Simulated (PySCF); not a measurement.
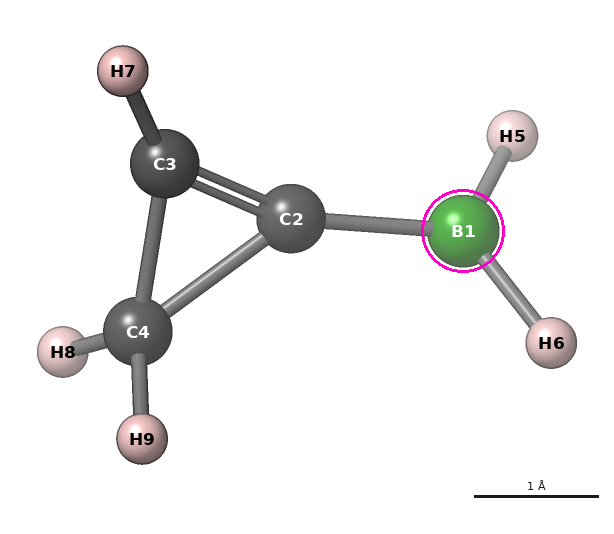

Orthographic view. Atoms fade into the background with distance from the viewer. Computed geometry: PBE0-D3(BJ)/def2-SVP optimisation. No frequency run is at hand to confirm it as a minimum.

Question: Which atoms are bonded to the circled atom?

Answer: The circled atom is B1; it is bonded to C2, H5, H6.

Question: Which atom is nearest the viewer?

Answer: H7, 1.4 Å in front of the mean position.

Question: What is the shortest path along bonds from the circled atom to H8?

Answer: B1–C2–C4–H8, 3 bonds; through space the two are 3.39 Å apart.

Question: Of C4 and H8, which is nearer the viewer?

Answer: C4; the bond to H8 points away from the viewer, so it looks shorter than its 1.10 Å.
